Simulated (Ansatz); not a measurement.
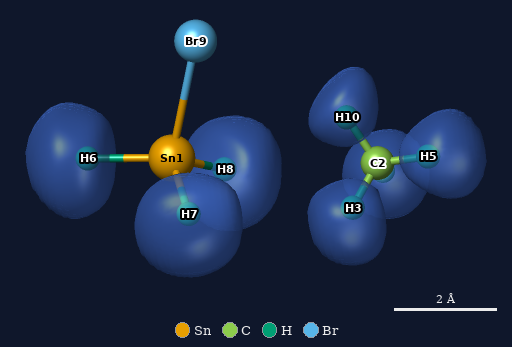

*BrH3Sn···CH4. Isosurface of the electron localisation function at 0.9 (blue), seen at a tilt. Only the valence region is drawn (cores and ρ < 0.01 e/Å³ removed).*

Core potentials replace the inner electrons of Sn.

These are results of Ansatz 0.2.0, RKS PBE/def2-SVP, not measurements.

Input

```
crystal:
  periodic: [false, false, false]
  atoms:
    - { symbol: Sn, position_ang: [0.516728, 0.285011, -0.420129] }
    - { symbol: C, position_ang: [-0.194249, 0.233532, 2.864767] }
    - { symbol: H, position_ang: [-1.122054, 0.300877, 2.266605] }
    - { symbol: H, position_ang: [0.164224, -0.813004, 2.881329] }
    - { symbol: H, position_ang: [-0.418291, 0.555003, 3.900534] }
    - { symbol: H, position_ang: [0.933327, 0.163627, -2.100382] }
    - { symbol: H, position_ang: [-1.114897, 0.817747, -0.23762] }
    - { symbol: H, position_ang: [0.894084, -1.166463, 0.4213] }
    - { symbol: Br, position_ang: [2.033474, 2.161983, 0.477429] }
    - { symbol: H, position_ang: [0.589155, 0.899486, 2.449767] }
basis:
  gaussian: { orbitals: def2-SVP }
hamiltonian:
  xc: pbe
relax:
  f_tol: 0.03
  max_steps: 50
output:
  orbitals: {}
```

Command:

```sh
ansatz run input.yaml --threads 2 --pin off --max-ram 3072MiB --backend cpu --events-out ev --progress --plain --runs-dir out
```

The fields are those of the relaxed geometry.

Where are the electrons localised?

Answer. The ELF exceeds this value in seven regions around hydrogen nuclei. Along the contacts the grid gives the following. C2···Sn1 (4.14 Å): the ELF dips to about 0 between them; a non-bonded, intermolecular contact. Sn–Br (2.53 Å): the ELF peaks at about 0.75 in the valence shell of Br, 1.0 Å from its nucleus, and drops to about 0.15 between the two atoms.
